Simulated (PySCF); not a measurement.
```yaml
atoms:
  - { symbol: La, position_ang: [0.0000, 0.0000, -0.6647] }
  - { symbol: P, position_ang: [0.0000, 0.0000, 2.6038] }
  - { symbol: H, position_ang: [1.2613, 0.0000, 3.2530] }
  - { symbol: H, position_ang: [-0.6306, 1.0923, 3.2530] }
  - { symbol: H, position_ang: [-0.6307, -1.0923, 3.2530] }
```

Core potentials replace the inner electrons of La.

The calculation used RKS PBE0, La lcecp-0-SVP with ECP47, P def2-SVP, H def2-SVP; non-relativistic Hamiltonian with scalar-relativistic core potentials where named; density fitting (PySCF 2.14.0).

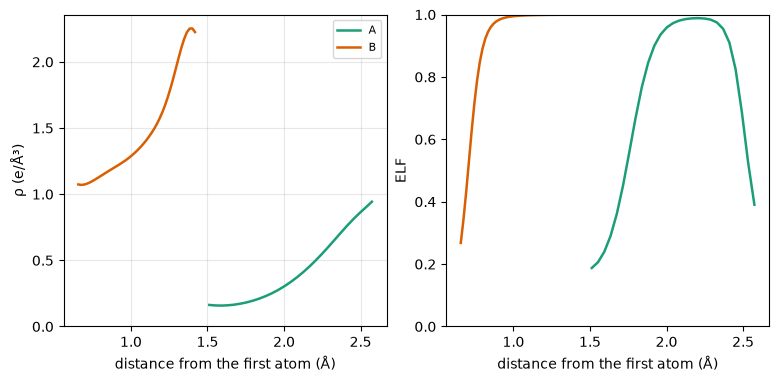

H₃LaP (charge +2). Electron density and electron localisation function along straight lines between neighbouring atoms. The curves leave out the atomic cores.

Which curve belongs to which contact (La–P and P–H)? The first atom named is at distance zero.

Answer. Curve A: La–P (3.27 Å): ρ at the midpoint is about 0.16 e/Å³; the ELF peaks at about 1 in the valence shell of P, 1.1 Å from its nucleus, and is about 0.30 at the midpoint. Curve B: P–H (1.42 Å): ρ at the midpoint is about 1.1 e/Å³; the ELF climbs to about 1 towards the hydrogen, as it does in any bond to H.
